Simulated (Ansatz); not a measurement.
Starting cell, Te (trigonal-Te type, space group P3_121):

```yaml
crystal:
  lattice:
    - [4.52111, 0.00000, 0.00000]
    - [-2.26056, 3.91540, 0.00000]
    - [0.00000, 0.00000, 5.95492]
  atoms:
    - { symbol: Te, position: [0.26812, 0.00000, 0.33333] }
    - { symbol: Te, position: [0.00000, 0.26812, 0.66667] }
    - { symbol: Te, position: [0.73188, 0.73188, 0.00000] }
```

In this cell atom 2 (Te, nearest neighbour Te at 2.889 Å; its periodic images, 4.5 Å or more away, move with it) is moved by s along Cartesian [110], unit vector (0.707, 0.707, 0.000); all other atoms and the cell stay fixed.

Method: PBE (plane waves to 420 eV, PAW, scalar-relativistic; Ansatz, a quantum-chemistry and plane-wave program). k mesh 7×7×5 (Γ-centred), Fermi-Dirac smearing 0.05 eV. The energy includes the smearing's −TS. As the smearing reaches across the gap at some points, energies and forces of such displacements shift with the k mesh and the smearing. Spin-orbit coupling is left out, though Te is heavy. Te was relaxed with its symmetry unable to fall. The PAW data are Ansatz's earlier set. The zero of ΔE is the undisplaced structure.

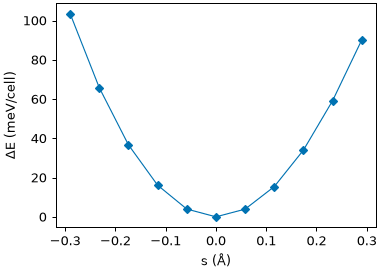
Figure. ΔE (meV/cell) against s (Å); computed points joined by lines.

Q: Is the energy the same for displacements of ±0.290 Å, and if not, which side lies higher?

A: Not even: the negative side lies higher at ±0.290 Å.

Q: What is the energy change at s = 0.290 Å?

A: About 90 meV/cell.

(A displaced cell: forces are minus the slopes of the energy, force constants its curvatures, and phonons follow from these.)
